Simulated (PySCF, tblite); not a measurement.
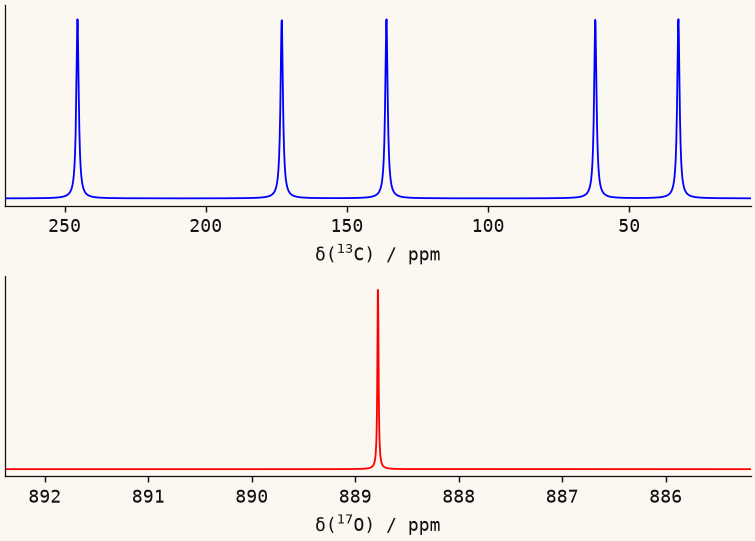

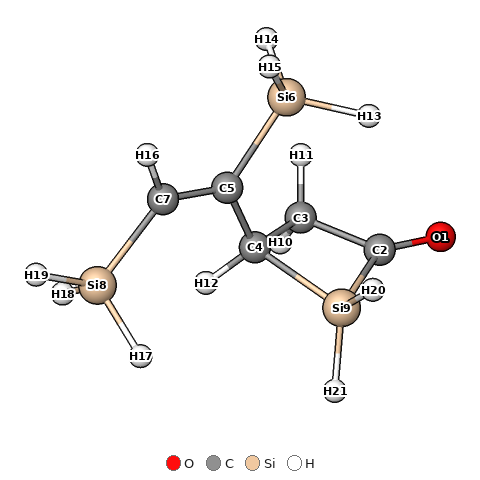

Spectrum and numbered structure of C₅H₁₂OSi₃, SMILES O=C1C[C@H](/C([SiH3])=C\[SiH3])[SiH2]1. GIAO shifts, PBE0/pcSseg-1, PySCF 2.14.0, at a GFN2-xTB geometry (a minimum by its frequencies), against TMS for ¹³C and H₂O for ¹⁷O computed at the same level (¹⁷O: a single water molecule, while the usual scale starts at liquid water and gives values some tens of ppm lower). Gas phase, fully decoupled, line heights follow the number of nuclei, widths are arbitrary (no quadrupolar broadening); values of one conformer, averaged over methyl-type rotors and exact or near symmetry; other conformers aren't averaged in.

Question: Which ¹³C nuclei are the least shielded, and which the most?

Answer: Least shielded: C2 at 245.4 ppm. Most shielded: C4 at 32.6 ppm.

Question: Where does the ¹⁷O line lie?

Answer: At 888.8 ppm (O1).

Caveats: the tight-binding geometry is rougher than a DFT one and adds to the error.
